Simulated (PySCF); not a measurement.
Input file:

```
{"job": {"kind": "nmr", "xc": "PBE0", "basis": "pcSseg-1"}, "charge": 0, "multiplicity": 1}
C     -1.208463    -1.319900     0.201695
C     -0.769583     0.090050     0.043729
C     -1.585708     1.246843     0.023849
N     -0.868771     2.325865    -0.120500
O      0.421502     1.934323    -0.199264
C      0.501854     0.592890    -0.103600
Si     2.225379    -0.147491    -0.168822
H     -1.416145    -1.535515     1.249932
H     -2.120060    -1.496634    -0.366102
H     -0.434000    -2.000059    -0.142480
H     -2.652127     1.312652     0.106970
H      3.000257     0.599675    -1.154612
H      2.084920    -1.552338    -0.557873
H      2.820267    -0.050834     1.164913
```

Launched as:

```sh
OMP_NUM_THREADS=1 python probes_run.py task.json out
```

Geometry: GFN2-xTB.

These are results of PBE0/pcSseg-1, SCF density, gas phase, non-relativistic (PySCF 2.14.0), not measurements.

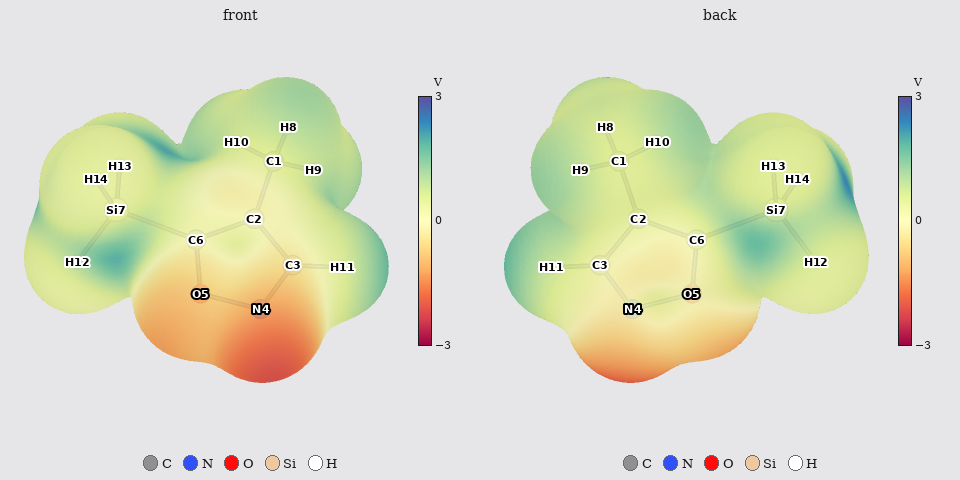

C$_{4}$H$_{7}$NOSi (SMILES Cc1cnoc1[SiH3]). The electrostatic potential painted on the density surface at 0.004 e/bohr³, seen from the front and from behind; red is negative and blue positive.

### Which sites attract a positive test charge, and which a negative one?

A positive charge is drawn to the negative regions and a negative charge to the positive ones. The most negative region (about −2.1 V) lies over N4, the most positive (about +2.1 V) over Si7. N4 is the likeliest acceptor of a hydrogen bond.

### What dipole moment does the calculation give?

Its dipole moment is 3.31 D.
